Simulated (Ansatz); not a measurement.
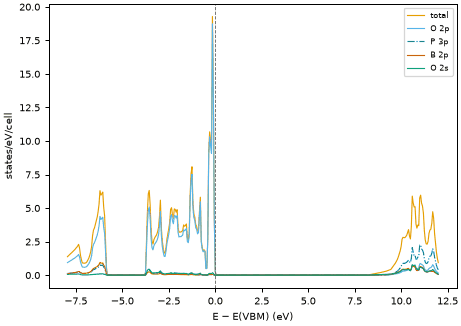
Fig. 1. Total and projected density of states of BPO₄ in space group I-4 (No. 82; B on 2d, P on 2a, O on 8g), r²SCAN in the plane-wave PAW code Ansatz

Task: Which orbitals carry the states next to the gap?

Result: Top 1 eV of the valence band: O 2p 96 %. Bottom 1 eV of the conduction band: P 3s 25 %, O 2s 20 %, B 2s 15 %, B 2p 9 %, O 2p 7 %, P 3p 5 %, outside the projected shells 19 %. Projections are on Löwdin-orthogonalised atomic valence shells; empty p or d shells of many metals are not among them.

The first step of the workflow began from a Materials Project structure, measured or hypothetical; the Crystallography Open Database files this formula in space group No. 82, but the cells were not matched. Its standing as an ambient phase is unchecked. The cell was relaxed with r²SCAN under the symmetry of its start; its stability against distortions is not shown here.

Potentials: the later of the program's two PAW sets.
